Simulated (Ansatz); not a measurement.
# GeH2S (SMILES [SH][GeH]): levels of theory compared

Wanted: a comparison of 6 runs (HF/STO-3G, UPBE/STO-3G, UPBE0/STO-3G, r2SCAN/STO-3G, UMP2/STO-3G, UCCSD(T)/STO-3G) of GeH2S. 

The calculation is run with Ansatz 0.2.0.

51 further runs of the same task are left out: 3 that didn't finish, 48 set aside as unsound or not needed.

## (1) The molecule

GeH2S: 4 atoms, total charge 0, spin state singlet. As SMILES, `[SH][GeH]`. The H3–S1 distance was set to 2.013 Å, away from the relaxed value. At this shape a bond of the SMILES string is far longer than usual.

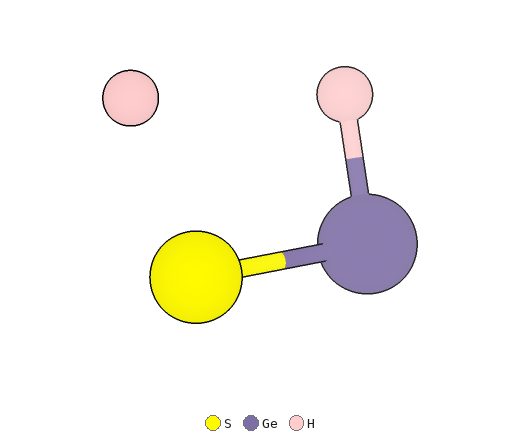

The structure, seen from a chosen angle (sulfur yellow, germanium purple, hydrogen pink).

## (2) The energy at HF/STO-3G (run 1)

Input file molecule.yaml:

```yaml
crystal:
  periodic: [false, false, false]
  atoms:
    - {symbol: S, position_ang: [-1.054569, -1.321654, 0.021942]}
    - {symbol: Ge, position_ang: [-1.452969, 0.618046, -0.993358]}
    - {symbol: H, position_ang: [0.779200, -0.962100, 0.771200]}
    - {symbol: H, position_ang: [-0.050069, 1.246046, -0.569158]}
basis:
  gaussian:
    orbitals: STO-3G
magnetization:
  spin_polarized: false
hamiltonian:
  xc: hf
accuracy: high
```

Started as:

```bash
$ ansatz run molecule.yaml --threads 1 --pin off --max-ram 2610MiB --events-out events.jsonl --progress --plain --runs-dir runs
```

Log:

```text
Warning: RAYON_NUM_THREADS=1 ignored (pool sized by the plan → 1); use --threads N
Functional definition: HF
  name "HF"
  exchange = exact_x
  correlation = 0
421 factors; integrals over basis functions are off by at most 1.4e-8 eV
mean field evaluation 1: about -66555.8579 eV, gradient 1.1e1 eV
mean field evaluation 2: about -66555.8793 eV, gradient 1.1e1 eV
mean field evaluation 4: about -66556.6144 eV, gradient 1.1e0 eV
mean field evaluation 8: about -66556.6270 eV, gradient 1.6e-2 eV
mean field -66556.62699925 eV, -2445.9109285202 hartree, gradient 5.8e-8 eV, S^2 0.000000; 0 other end points of the search recorded, 0 dependent functions left out
reference -66556.62699925 eV, -2445.9109285202 hartree; 25, 25 occupied and 4, 4 virtual orbitals, 421 factors
Total energy: -66556.62699925 eV, -2445.9109285202 hartree
```

It took 0.22 s on 1 thread of Arm Neoverse V1, shared host.

## (3) A single-point energy at UPBE/STO-3G (run 2)

Input file input.yaml:

```yaml
crystal:
  periodic: [false, false, false]
  atoms:
    - {symbol: S, position_ang: [-1.054569, -1.321654, 0.021942]}
    - {symbol: Ge, position_ang: [-1.452969, 0.618046, -0.993358]}
    - {symbol: H, position_ang: [0.779200, -0.962100, 0.771200]}
    - {symbol: H, position_ang: [-0.050069, 1.246046, -0.569158]}
basis:
  gaussian:
    orbitals: STO-3G
magnetization:
  spin_polarized: true
  initial_magnetization: 0
hamiltonian:
  xc: {name: PBE}
accuracy: high
```

Started as:

```bash
$ ansatz run input.yaml --threads 1 --pin off --max-ram 2610MiB --events-out events.jsonl --progress --plain --runs-dir runs
```

Log:

```text
Warning: RAYON_NUM_THREADS=1 ignored (pool sized by the plan → 1); use --threads N
Functional definition: PBE
  name "PBE"
  parameter kappa = 0.804
  parameter beta = 0.06672455060314922
  exchange = pbe_x(kappa = kappa, mu = beta*pi^2/3)
  correlation = pbe_c(beta = beta)
421 factors; integrals over basis functions are off by at most 1.4e-8 eV
mean field evaluation 1: about -66249.6865 eV, gradient 2.3e2 eV
mean field evaluation 2: about -66412.9705 eV, gradient 4.6e1 eV
mean field evaluation 4: about -65915.0143 eV, gradient 2.5e2 eV
mean field evaluation 8: about -66441.9000 eV, gradient 7.9e1 eV
mean field evaluation 16: about -66595.0106 eV, gradient 2.3e-1 eV
mean field evaluation 32: about -66580.0287 eV, gradient 3.7e1 eV
mean field evaluation 64: about -66589.8138 eV, gradient 1.8e1 eV
mean field -66595.01168650 eV, -2447.3215397586 hartree, gradient 4.3e-8 eV, S^2 0.000000; 8 other end points of the search recorded, 0 dependent functions left out
reference -66595.01168831 eV, -2447.3215398253 hartree; 25, 25 occupied and 4, 4 virtual orbitals, 421 factors
Total energy: -66595.01168831 eV, -2447.3215398253 hartree
```

It took 4.5 s on 1 thread of Arm Neoverse V1, shared host; peak memory 0.13 GiB.

Runs 3 to 5 aren't shown in full; the table further down has their settings and results.

## (4) The energy at UCCSD(T)/STO-3G (run 6)

Input file molecule.yaml:

```yaml
crystal:
  periodic: [false, false, false]
  atoms:
    - symbol: S
      position_ang: [-1.054569, -1.321654, 0.021942]
    - symbol: Ge
      position_ang: [-1.452969, 0.618046, -0.993358]
    - symbol: H
      position_ang: [0.779200, -0.962100, 0.771200]
    - symbol: H
      position_ang: [-0.050069, 1.246046, -0.569158]
basis:
  gaussian:
    orbitals: STO-3G
magnetization:
  spin_polarized: true
correlation:
  method: ccsd_t
  frozen_orbitals: {Ge: 9, H: 0, S: 5}
accuracy: high
scf:
  omitted_lower_state_checks: [cluster_reference, increment]
```

Started as:

```bash
$ ansatz run molecule.yaml --threads 1 --pin off --max-ram 2610MiB --events-out events.jsonl --progress --plain --runs-dir runs
```

Log:

```text
Warning: RAYON_NUM_THREADS=1 ignored (pool sized by the plan → 1); use --threads N
[... 13 lines left out ...]
14 core orbitals not correlated: weight in the atoms' cores, before any rotation towards them, 1.000 or more for the frozen orbitals, at most 0.000 for the correlated occupied ones
[... 40 lines left out ...]
Total energy: -66560.38653321 eV, -2446.0490888449 hartree
Checks for a lower state left out: cluster_reference, increment
```

Wall time 0.99 s (1 thread of Arm Neoverse V1, shared host).

## (5) All runs side by side

```csv
run,level,frozen core orbitals,energy (Eh),wall time
1,HF/STO-3G,–,-2445.910929,0.22 s
2,UPBE/STO-3G,–,-2447.321540,4.5 s
3,UPBE0/STO-3G,–,-2447.527830,8.1 s
4,r2SCAN/STO-3G,–,-2447.936340,4.2 s
5,UMP2/STO-3G,14,-2445.995677,0.7 s
6,UCCSD(T)/STO-3G,14,-2446.049089,0.99 s
```

## (6) What came out

| quantity | value |
| --- | --- |
| run 6: total energy | -2446.04909 Eh |
| run 6: correlation energy (14 core orbitals frozen) | -103.1 mEh |
| run 6: (T) correction | -3.34 mEh |
| run 6: ⟨S²⟩ of the reference determinant | 0.685 |
| run 6: T1 diagnostic | 0.066 |

**Reading.** Below the HF energy at the same shape and in the same basis (STO-3G): UMP2 -84.7 mEh; UCCSD(T) -138.2 mEh. Some of these start from another determinant than that one, so these aren't their correlation energies. Totals of different functionals can't be ranked against each other. In runs 1, 2, 3, 4, 5, 6 the basis is minimal, so the values are rough. Spin contamination of the reference: run 5 ⟨S²⟩ = 0.68, run 6 ⟨S²⟩ = 0.68. Where it is this large, the reference is a mixture of spin states, and values that rest on it are in doubt. All runs together took 19 s, the longest 8.1 s.
